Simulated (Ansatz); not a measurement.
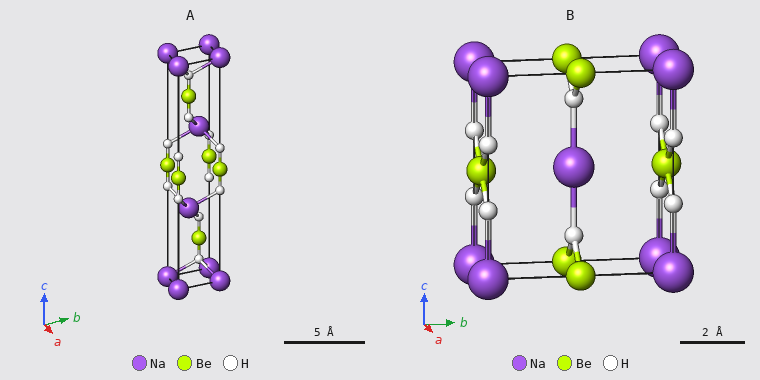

Two structures of NaBeH₂, each relaxed to rest (conventional cells in solid outline, small ones repeated, not to one scale). Method: Ansatz 0.2.0, DFT PBE, scalar-relativistic, plane waves, PAW, without spin polarisation.

Which two forms are compared?

Answer. A: 12 atoms a cell on a rhombohedral (trigonal R) lattice, R-3m. B: 8 atoms a cell on a body-centred orthorhombic lattice, Immm.

Which structure wins energetically, and by what margin?

Answer. A is lower, by 127 meV/atom at this level of theory (energies at zero smearing). Volumes: A 12.4, B 11.2 Å³/atom.

One or both may be structure types tried for this composition rather than known phases.
